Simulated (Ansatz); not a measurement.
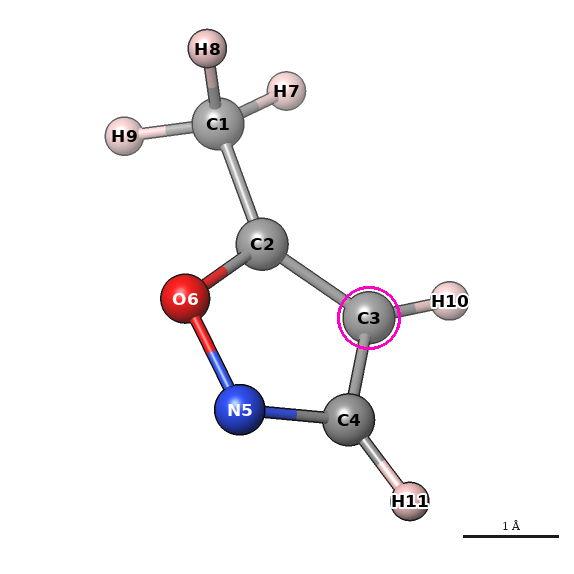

Orthographic view. Atoms fade into the background with distance from the viewer. The geometry was computed by an optimisation with PBE-D4/def2-SVP. No frequency run is at hand to confirm it as a minimum.

Q: Which atoms are bonded to the circled atom?

A: The circled atom is C3; it is bonded to C2, C4, H10.

Q: Of C3 and H10, which is nearer the viewer?

A: C3; the bond to H10 points away from the viewer, so it looks shorter than its 1.09 Å.

Q: What is the shortest path along bonds from the circled atom to H9?

A: C3–C2–C1–H9, 3 bonds; through space the two are 3.35 Å apart.
